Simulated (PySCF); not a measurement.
Consider C3H8P2 (SMILES C=CPCP).

```xyz
13

C     1.9147    0.9603    0.2353
C     1.0885    0.4347   -0.6559
P     0.4557   -1.2652   -0.6175
C    -1.3748   -0.8932   -0.5644
P    -2.0521    0.2409    0.7479
H     2.2362    0.4093    1.1050
H     2.3069    1.9594    0.1313
H     0.7958    0.9939   -1.5388
H     0.6189   -1.4456    0.7630
H    -1.6607   -0.4822   -1.5401
H    -1.8966   -1.8521   -0.4681
H    -1.3281   -0.3135    1.8053
H    -1.1087    1.2538    0.5795
```

Geometry: GFN2-xTB.

Method: PySCF 2.14.0, wB97X-D/def2-SVPD, SCF density, gas phase.

What will maps of the electron density and electron localisation function show?

Answer. C–C (1.32 Å): ρ is about 2.3 e/Å³ halfway; the ELF peaks at about 0.90 between the atoms: a multiple bond.
C–P (1.81 Å): ρ is about 1.2 e/Å³ halfway; the ELF peaks at about 0.95 between the atoms: a shared electron pair.
C–H (1.08 Å): ρ at the midpoint is about 2 e/Å³; the ELF climbs to about 1 towards the hydrogen, as it does in any bond to H: a covalent bond by its length.

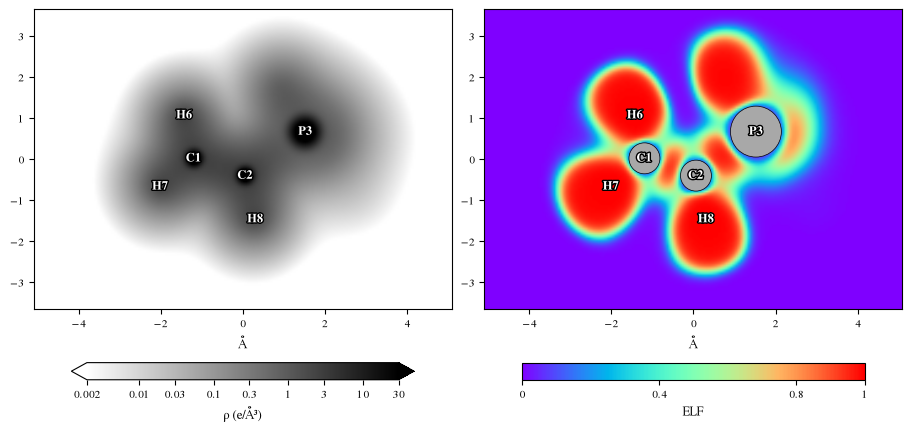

Computed electron density and electron localisation function on the plane of atoms H6, C1 and H7, in this order. Grey discs cover the atomic cores in the ELF map. 
